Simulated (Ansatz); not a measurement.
```xyz
15

C     2.9432    0.1930   -0.3806
C    -0.5301   -0.1792   -0.2467
C    -1.7514    0.6684   -0.4273
F    -2.8650    0.1146    0.0957
F    -1.6129    1.8784    0.1597
F    -2.0198    0.8972   -1.7361
Ga    1.1320    0.6167   -1.0311
N     0.8706    1.7275   -2.4445
H     3.0645    0.5366    0.6595
H     3.7178    0.6720   -0.9977
H     3.1120   -0.8958   -0.3897
H    -0.0535    1.9754   -2.7823
H     1.6044    2.2180   -2.9436
H    -0.7167   -1.1566   -0.7195
H    -0.3918   -0.3607    0.8297
```

Geometry: B3LYP-D3(BJ)/def2-SVP.

Computed with isolated molecule in a Gaussian basis; Kohn-Sham density functional theory, functional PBE0 (Ansatz 0.2.0).

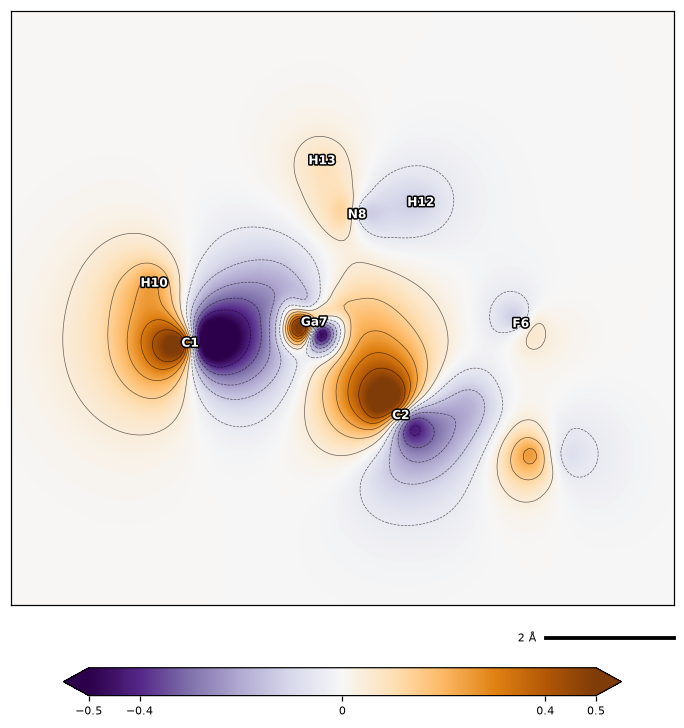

C$_{3}$H$_{7}$F$_{3}$GaN (SMILES [CH3][Ga]([NH2])[CH2]C(F)(F)F). The HOMO−1 on the plane of atoms Ga7, C1 and H10 (values in Å⁻³ᐟ²; the overall sign is arbitrary).

Describe this orbital and give its energy.

Its weight (Hirshfeld) is mainly on C1 (about 30 %), C2 (about 25 %) and Ga7 (about 20 %). Its energy is −8.28 eV.
